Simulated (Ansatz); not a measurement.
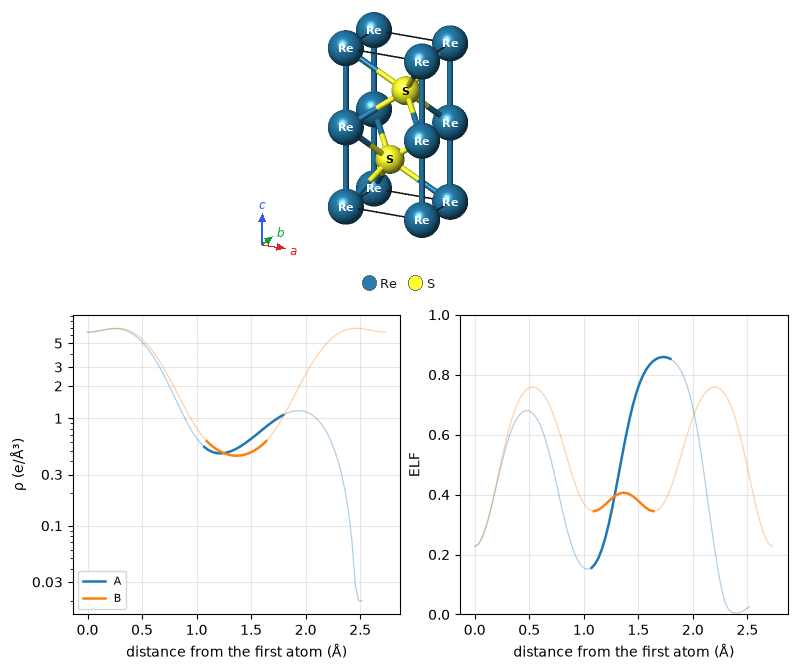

*ReS. Valence electron density and ELF along straight lines between neighbouring atoms. Thin, pale parts lie inside the atomic spheres. The structure is drawn too.*

Space group P6₃/mmc; started from the nickel arsenide prototype, which need not be the ambient phase; computed pressure about −11 GPa in this cell; the program warned that a starting moment wasn't kept; spin-polarised, but the moments vanished.

These are results of Ansatz, DFT PBE, scalar-relativistic, plane waves, PAW, not measurements.

The density is the valence pseudo-density of a PAW calculation; it isn't the true density close to the nuclei.

```xyz
4
Lattice="3.6654 0.0000 0.0000 -1.8327 3.1743 0.0000 0.0000 0.0000 5.4629" Properties=species:S:1:pos:R:3 pbc="T T T"
Re    0.0000    0.0000    0.0000
Re    0.0000    0.0000    2.7314
S     0.0000    2.1162    1.3657
S     1.8327    1.0581    4.0972
```

> Which curve belongs to which contact (Re–Re and Re–S)? The first atom named is at distance zero.

Curve A: Re–S (2.52 Å): the density is about 0.48 e/Å³ at the midpoint; the ELF peaks at about 0.85 in the valence shell of S, 0.8 Å from its nucleus, and is about 0.35 at the midpoint. Curve B: Re–Re (2.73 Å): ρ at the midpoint is about 0.45 e/Å³; the ELF is about 0.40 at the midpoint.
